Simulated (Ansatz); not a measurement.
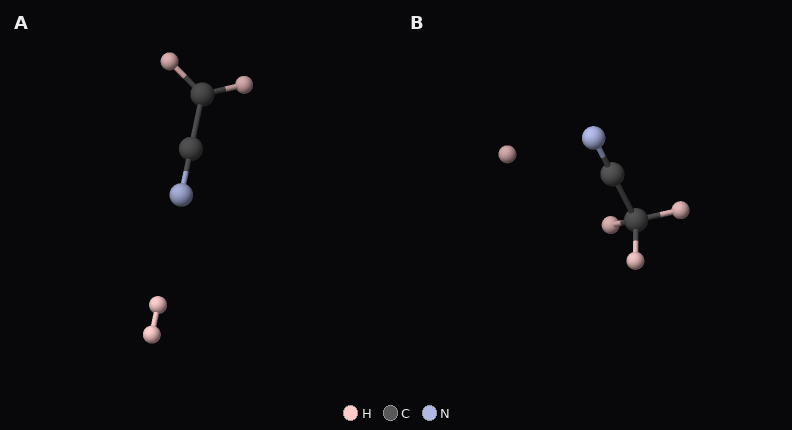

2 stationary structures of one formula. State: neutral, doublet. Geometries: PBE0-D4/def2-TZVP. Electronic energies: CCSD(T)/CBS (MP2 limit from def2-TZVPP and def2-QZVPP plus CCSD(T) − MP2) (Ansatz 0.2.0), without zero-point energy. No frequency run is at hand to confirm each as a minimum. Each is one conformer, not always the lowest.

Question: Which structure is the most stable?

Answer: A is lowest (a minimum); B lies 0.231 eV above it (Cs).
